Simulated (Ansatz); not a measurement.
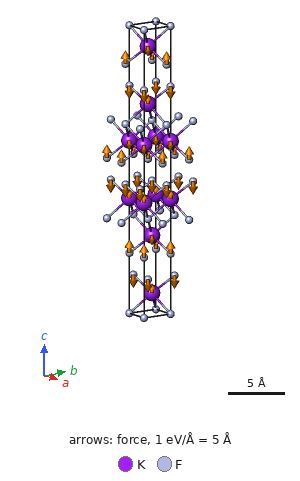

Starting geometry of crystalline K2F3 (built on the tetradymite_166 type) with the computed forces as orange arrows. The picture is a ball-and-stick view of the conventional cell (3 times the calculation's cell), seen slightly off an axis. Lengths and directions refer to the drawn axes.

Case: tetradymite type (R-3m, No. 166).

The calculation used DFT PBE, scalar-relativistic, plane waves, PAW (Ansatz 0.2.0). Set-up: plane-wave cutoff 420 eV; k-point mesh 12 × 12 × 12; occupations gaussian; smearing width 0.1 eV; collinear spin; cell and atoms relaxed; force threshold 0.01 eV/Å; at most 80 steps.

### Is this structure relaxed? If not, where do the atoms go?

It isn't relaxed: the largest force vector, on F atoms, is 0.25 eV/Å. Measured relative to the changing cell, the final displacements run against the starting forces (cosine between the two patterns −0.60). Over 15 accepted moves (18 points after the start) the energy falls by 125 meV per atom. The largest force component goes from 0.25 to 0.00071 eV/Å. The pressure goes from −0.19 to 0.00 GPa. At 3 points the geometry stayed and the basis and grid were re-selected for the new cell (energy shift of 2.5 meV per atom at most each time). The largest moves relative to the cell, 0.78 Å, are those of F atoms. By element the largest moves are F 0.78 Å, K 0.24 Å. The drawn cell changes as follows: a = b 3.759 → 3.978 Å (+5.8 %), c 26.137 → 19.860 Å (−24.0 %); the volume changes by −14.9 %. Near-neighbour distances that change, for instance: K–K 5.227 → 3.499 Å, F–K 4.318 → 2.933 Å, F–K 2.635 → 2.842 Å, F–K 2.783 → 2.776 Å. New bonds form: F–K (4.32 → 2.93 Å). Bond angles that change, for instance: K–F–K 95.0° → 88.5°, K–F–K 85.0° → 91.5°, F–K–F 85.0° → 91.5°. The space group stays R-3m (No. 166).
